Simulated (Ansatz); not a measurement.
**Ligand exchange: C2H2AlF + C4H3F3 → C2H3Al + C4H2F4**

Gas-phase species: C2H2AlF `C#[C][AlH][F]`, singlet; C4H3F3 `FC1C=CC1(F)F`, singlet; C2H3Al (ethynylalumane) `C#[C][AlH2]`, singlet; C4H2F4 `FC1=CC(F)(F)C1F`, singlet. The partners trade F for H: Al–F and C–H bonds give way to Al–H and C–F.

Shapes, held fixed at every level: PBE0-D4/def2-TZVP. Programs: Ansatz 0.2.0. The zero-point and thermal change to 298 K, harmonic and unscaled (PBE0-D4/def2-TZVP), is -9.8 kJ/mol.

```csv
level,kind,ΔH(298 K) (kJ/mol),less CCSD(T)/CBS estimate,CPU time (sum over the molecules)
SPW92/def2-TZVPP,LDA,+222.2,-38.8,16 s
r2SCAN-D4/def2-TZVPP,meta-GGA,+243.7,-17.3,54 s
PBE0-D4/def2-TZVPP,global hybrid,+236.5,-24.5,31 s
wB97M-V/def2-TZVPP,range-separated hybrid,+246.2,-14.8,2 min
B2PLYP/def2-TZVPP,double hybrid,+254.7,-6.3,64 s
CCSD/def2-SVP,coupled cluster or CI,+244.4,-16.6,–
CCSD(T)/CBS estimate,coupled cluster or CI,+261.0,0.0,–
```

The highest level, CCSD(T)/CBS estimate, gives ΔH(298 K) = +261.0 kJ/mol; the levels span +222.2 to +261.0. The column of differences is taken from that level and isn't an error. No measured value is set beside it here. The CBS estimate extrapolates MP2 from def2-TZVPP and def2-QZVPP and adds CCSD(T) − MP2 in the triple-zeta set, cores frozen. CCSD(T)/CBS estimate lies outside the range of the other correlated levels here, so it shouldn't be taken on trust. Times are processor times on shared x86 and Arm servers, and rough.

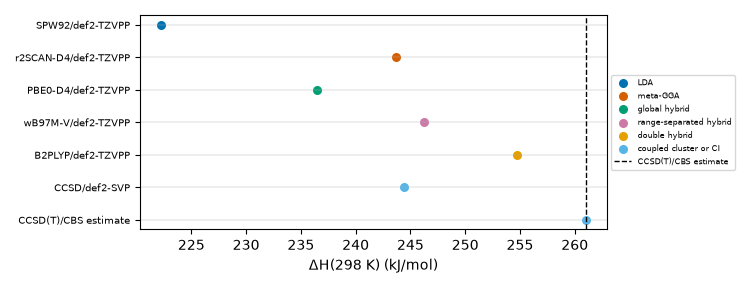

The values of the table, level by level.
